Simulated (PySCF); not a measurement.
# Single-point calculation, with input and output: GeN₂

- system: GeN₂, multiplicity 3
- method: UKS-based PBE0, Ge def2-TZVP, N def2-TZVP; non-relativistic Hamiltonian; density fitting (PySCF 2.14.0)

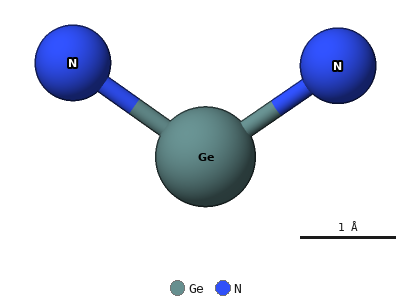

*The structure as given in the input (ball-and-stick view, seen on its broad side). Sticks mark near contacts.*

### Input file
```python
from pyscf import gto, scf, dft
mol = gto.M(atom='''
Ge     0.000000     0.000000     0.000000
N      1.400700     0.000000     0.980800
N     -1.400700     0.000000     0.980800''',
    basis={'Ge': 'def2-TZVP', 'N': 'def2-TZVP'},
    charge=0, spin=2)
mf = dft.UKS(mol, xc='PBE0')
mf.grids.atom_grid = (50, 194)
aux = {'Ge': 'def2-universal-JKFIT', 'N': 'def2-universal-JKFIT'}
mf = mf.density_fit(auxbasis=aux)
mf.conv_tol = 1e-08
mf.diis_space = 10
mf.max_cycle = 60
mf.init_guess = 'minao'
mf.verbose = 4
mf.kernel()
```

The script is an equivalent of the set-up of the self-consistent field. The run itself was carried out by a driver, which started from the orbitals of the step before it where there was one and computed the further properties.

Run on 4 threads of Intel Xeon (Granite Rapids), 160 GiB of memory available, shared host.

Launch command:
```bash
OMP_NUM_THREADS=4 python axn.py task.json out
```

### What the program printed
```
init E= -2185.39116913014
  alpha nocc = 24  HOMO = -0.23771248827836  LUMO = -0.173909625186724
  beta  nocc = 22  HOMO = -0.310543144354358  LUMO = -0.254209998257845
cycle= 1 E= -2185.80131966011  delta_E= -0.41  |g|= 0.532  |ddm|= 1.34
  alpha nocc = 24  HOMO = -0.245856401463212  LUMO = -0.102026575953059
  beta  nocc = 22  HOMO = -0.28488144740995  LUMO = -0.149720369413814
  HOMO = -0.245856401463  LUMO = -0.149720369414  gap/eV = 2.61599
cycle= 2 E= -2185.53244431482  delta_E= 0.269  |g|= 0.973  |ddm|= 0.988
  alpha nocc = 24  HOMO = -0.334306809321989  LUMO = -0.173413968800675
  beta  nocc = 22  HOMO = -0.311165659812097  LUMO = -0.191629743126268
  HOMO = -0.311165659812  LUMO = -0.191629743126  gap/eV = 3.25274
cycle= 3 E= -2185.89438528183  delta_E= -0.362  |g|= 0.157  |ddm|= 0.726
  alpha nocc = 24  HOMO = -0.306759318849189  LUMO = -0.138239983332511
  beta  nocc = 22  HOMO = -0.29401819094817  LUMO = -0.158454696505299
  HOMO = -0.294018190948  LUMO = -0.158454696505  gap/eV = 3.68887
cycle= 4 E= -2185.90727532769  delta_E= -0.0129  |g|= 0.0673  |ddm|= 0.173
  alpha nocc = 24  HOMO = -0.322054236223634  LUMO = -0.137174650969839
  beta  nocc = 22  HOMO = -0.296943508806912  LUMO = -0.158700466461888
  HOMO = -0.296943508807  LUMO = -0.158700466462  gap/eV = 3.76178
cycle= 5 E= -2185.91317373744  delta_E= -0.0059  |g|= 0.0205  |ddm|= 0.11
  alpha nocc = 24  HOMO = -0.328539370630814  LUMO = -0.130107960501201
  beta  nocc = 22  HOMO = -0.29824203841308  LUMO = -0.154650797449639
  HOMO = -0.298242038413  LUMO = -0.15465079745  gap/eV = 3.90732
cycle= 6 E= -2185.91600983676  delta_E= -0.00284  |g|= 0.0118  |ddm|= 0.116
  alpha nocc = 24  HOMO = -0.328728866363694  LUMO = -0.123039547665212
  beta  nocc = 22  HOMO = -0.296538101425006  LUMO = -0.150501356209837
  HOMO = -0.296538101425  LUMO = -0.15050135621  gap/eV = 3.97386
cycle= 7 E= -2185.91695380521  delta_E= -0.000944  |g|= 0.00507  |ddm|= 0.0846
  alpha nocc = 24  HOMO = -0.328153505786419  LUMO = -0.122348069674002
  beta  nocc = 22  HOMO = -0.29706203509058  LUMO = -0.150625995042252
  HOMO = -0.297062035091  LUMO = -0.150625995042  gap/eV = 3.98473
cycle= 8 E= -2185.91703699255  delta_E= -8.32e-05  |g|= 0.00132  |ddm|= 0.0231
  alpha nocc = 24  HOMO = -0.327732337696457  LUMO = -0.122149627710482
  beta  nocc = 22  HOMO = -0.297014435837033  LUMO = -0.150561359440455
  HOMO = -0.297014435837  LUMO = -0.15056135944  gap/eV = 3.98519
cycle= 9 E= -2185.91704105632  delta_E= -4.06e-06  |g|= 0.000542  |ddm|= 0.00403
  alpha nocc = 24  HOMO = -0.327635228089251  LUMO = -0.122049774331776
  beta  nocc = 22  HOMO = -0.297001939671311  LUMO = -0.15054173175308
  HOMO = -0.297001939671  LUMO = -0.150541731753  gap/eV = 3.98539
cycle= 10 E= -2185.91704172296  delta_E= -6.67e-07  |g|= 0.000236  |ddm|= 0.00248
  alpha nocc = 24  HOMO = -0.327580919749068  LUMO = -0.122161482838306
  beta  nocc = 22  HOMO = -0.297003572461394  LUMO = -0.150575728408468
  HOMO = -0.297003572461  LUMO = -0.150575728408  gap/eV = 3.98450
cycle= 11 E= -2185.91704185022  delta_E= -1.27e-07  |g|= 5.79e-05  |ddm|= 0.00127
  alpha nocc = 24  HOMO = -0.327561817252704  LUMO = -0.122148583951622
  beta  nocc = 22  HOMO = -0.296998140061426  LUMO = -0.150560765859433
  HOMO = -0.296998140061  LUMO = -0.150560765859  gap/eV = 3.98476
cycle= 12 E= -2185.91704185945  delta_E= -9.22e-09  |g|= 2.16e-05  |ddm|= 0.000216
  alpha nocc = 24  HOMO = -0.327560485572649  LUMO = -0.122151850959905
  beta  nocc = 22  HOMO = -0.297000647272403  LUMO = -0.150559322762075
  HOMO = -0.297000647272  LUMO = -0.150559322762  gap/eV = 3.98487
```

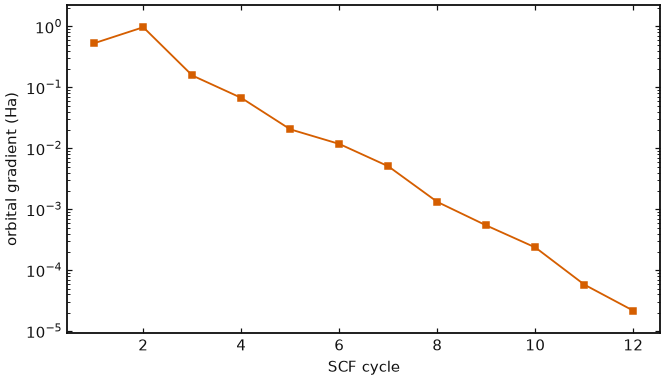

*Convergence of the self-consistent field: orbital gradient against the SCF cycle.*

The residual falls almost steadily, with no more than small rises.

```
Extra cycle  E= -2185.91704186003  delta_E= -5.82e-10  |g|= 1.36e-05  |ddm|= 4.01e-05
converged SCF energy = -2185.91704186003  <S^2> = 2.5417866  2S+1 = 3.3417281
```

### Results in brief

```json
{"quantity": "outcome", "value": "converged"}
{"quantity": "SCF energy", "value": "−2185.917042 hartree"}
{"quantity": "wall time", "value": "8.7 s (CPU time 36 s)"}
{"quantity": "peak memory", "value": "0.42 GiB"}
```
